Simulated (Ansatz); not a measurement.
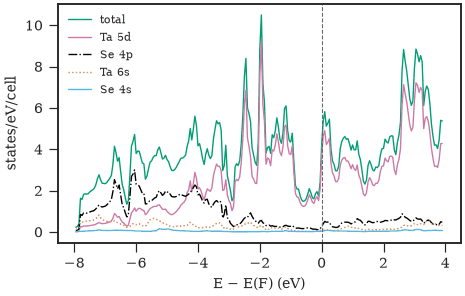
Figure. Total and projected density of states of Ta$_{2}$Se in space group P4/nmm (No. 129; Ta on 2c, Ta on 2c, Se on 2c), r²SCAN in the plane-wave PAW code Ansatz

Task: Which orbitals carry the states next to the Fermi level?

Result: Within 0.5 eV of the Fermi level: Ta 5d 84 %, Se 4p 8 %. Projections are on Löwdin-orthogonalised atomic valence shells; empty p or d shells of many metals are not among them.

Task: Where is the tallest occupied peak in this window, and what makes it?

Result: Near -1.9 eV, about 10 states/eV per cell; the largest projected share is Ta 5d.

The first step of the workflow began from a Materials Project structure, measured or hypothetical; the Crystallography Open Database files this formula in space group No. 129, but the cells were not matched. Its standing as an ambient phase is unchecked. Symmetry was held in the r²SCAN relaxation; its stability against distortions is not shown here. The run is not spin-polarised. A crystal of weakly bound layers computed without a dispersion correction: the cell and the soft elastic constants depend strongly on that. Scalar-relativistic: spin–orbit coupling is off unless named, which matters more the heavier the elements.

Potentials: the later of the program's two PAW sets.
